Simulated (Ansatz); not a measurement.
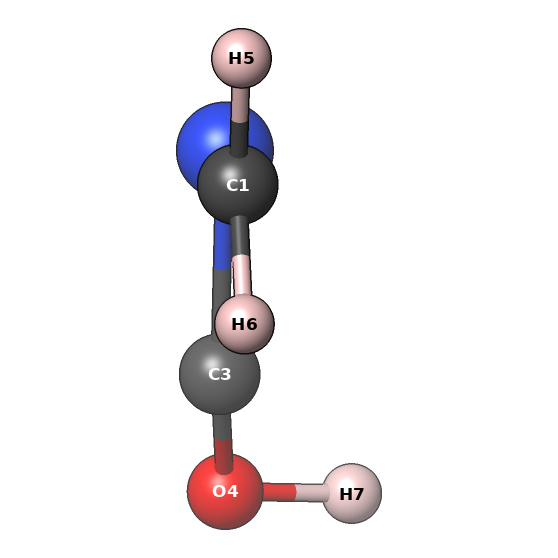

Source: calculation with Ansatz.

Si2 lies behind C1. The molecule seen nearly along the C1–Si2 bond, C1 in front. Atoms fade into the background with distance from the viewer. Charge 0, doublet. Geometry: moved along internal coordinates away from the minimum.

> What is the torsion angle H5–C1–Si2–C3? The sign is positive where the front bond must turn clockwise to cover the back bond.

180°, antiperiplanar (anti).
